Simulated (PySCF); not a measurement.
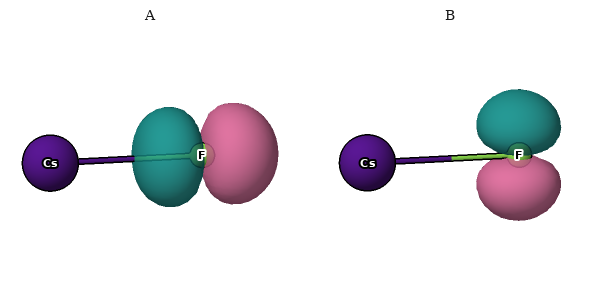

*CsF. Two frontier orbitals, each drawn at the value that holds 80 % of its norm (teal and pink are the two phases), in no order; of a degenerate pair one member is drawn.*

Core potentials replace the inner electrons of Cs.

The calculation used PBE0/def2-SVP, non-relativistic Hamiltonian with scalar-relativistic core potentials where named, at a bond length of 2.400 Å (PySCF 2.14.0).

Name the orbitals and rank them from lowest to highest energy.

Orbital B: π, occupied, −5.95 eV; almost wholly on F.
Orbital A: σ, occupied, −5.80 eV; mainly on F (90 %).
